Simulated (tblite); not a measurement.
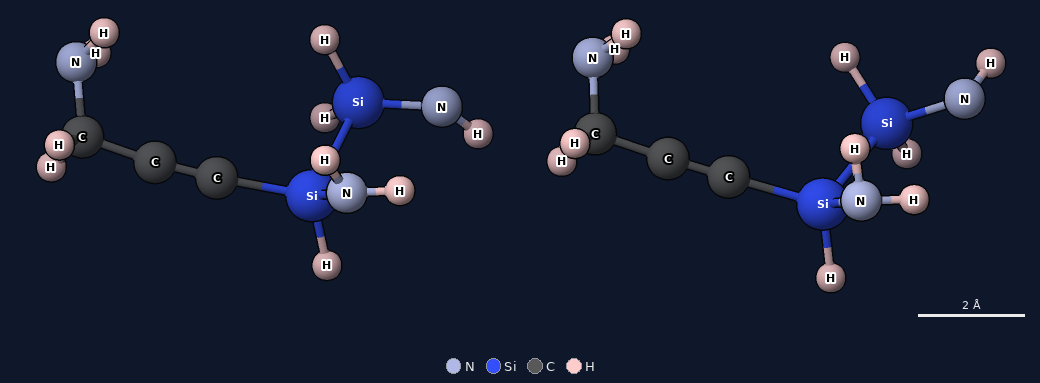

Two geometries of C₃H₁₀N₃Si₂ (multiplicity 2), drawn at one scale. One is the start of a relaxation, the other its converged end. The picture is a ball-and-stick view, seen from a free direction.

Level of theory: tblite, GFN2-xTB geometry optimisation, gas phase. 

**Which one is relaxed?**

The left one is the relaxed one. Over 177 geometry steps the energy falls by 106.4 kJ/mol. An H atom moves most after the best rigid fit: 1.40 Å. By element the largest moves are H 1.40 Å, N 0.48 Å, Si 0.43 Å, C 0.20 Å. Some distances before and after: N–Si 1.779 → 1.638 Å, Si–Si 2.368 → 2.419 Å, H–Si 1.493 → 1.462 Å, H–N 1.034 → 1.008 Å. Among the angles between lasting bonds that change: N–Si–H 108.9° → 129.3°, Si–N–H 106.5° → 123.3°, Si–N–H 103.7° → 118.9°. Groups turn about N–Si by about 85°, Si–Si by about 35°.
